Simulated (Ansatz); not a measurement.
Start from ZnO in the wurtzite structure (space group P6_3mc, No. 186; a = 3.230 Å, c = 5.214 Å). Axes: x lies along a and z along c of the hexagonal cell.

Modification: compressive biaxial strain of 1.20 % in the plane normal to [001], as in epitaxy on a mismatched substrate; the out-of-plane cell vector and the atoms relax.

Method: Ansatz (a quantum-chemistry and plane-wave program) PBEsol, no spin-orbit coupling.

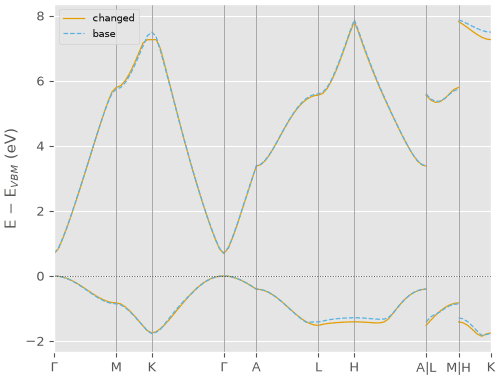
Figure: Highest valence and lowest conduction band along the path, each from its own valence-band maximum

The gap is 0.69 eV, direct at Γ; the base has 0.70 eV.

Stability against distortions was not tested.
